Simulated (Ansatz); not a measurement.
Input file:

```
crystal:
  periodic: [false, false, false]
  atoms:
    - symbol: Al
      position_ang: [1.723476, 0.308671, -1.496488]
    - symbol: B
      position_ang: [1.737621, 0.716613, 0.558819]
    - symbol: Cl
      position_ang: [3.372629, -0.641447, 0.078526]
    - symbol: H
      position_ang: [2.545478, 1.159172, -2.629425]
    - symbol: H
      position_ang: [0.929474, -0.937799, -2.202501]
    - symbol: H
      position_ang: [1.056410, 0.077702, 1.353595]
    - symbol: H
      position_ang: [2.306176, 1.699203, 1.022718]
basis:
  gaussian:
    orbitals: def2-TZVPD
total_charge: -1
output:
  forces: true
  orbitals: {seedname: orbitals}
hamiltonian:
  xc: {name: PBE0}
```

Run with:

```sh
ansatz run input.yaml --threads 2 --pin off --max-ram 4350MiB --events-out events.jsonl --progress --plain --runs-dir runs
```

Geometry: PBE-D3(BJ)/def2-SVPD.

Theory: isolated molecule in a Gaussian basis; Kohn-Sham density functional theory, functional PBE0 in Ansatz.

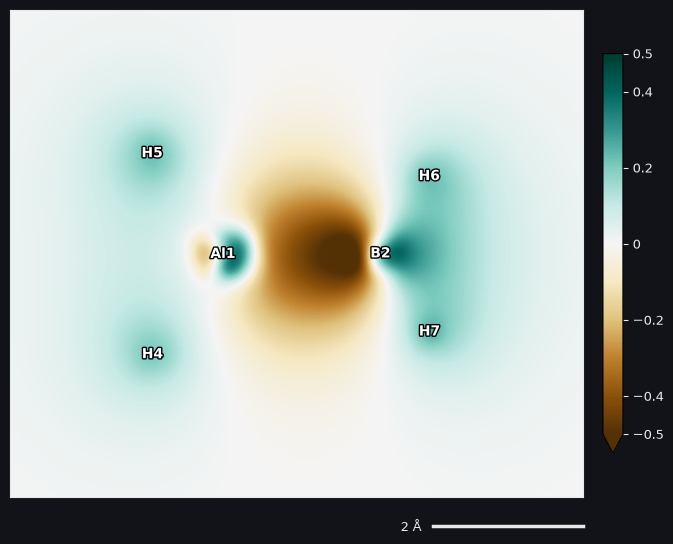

AlBClH₄ (charge −1). The HOMO on the plane of atoms Al1, B2 and H7 (values in Å⁻³ᐟ²; the overall sign is arbitrary).

What is the character of this orbital?

It lies mainly on B2 (about 40 %), Al1 (about 30 %) and Cl3 (about 15 %). Its energy is −1.42 eV.
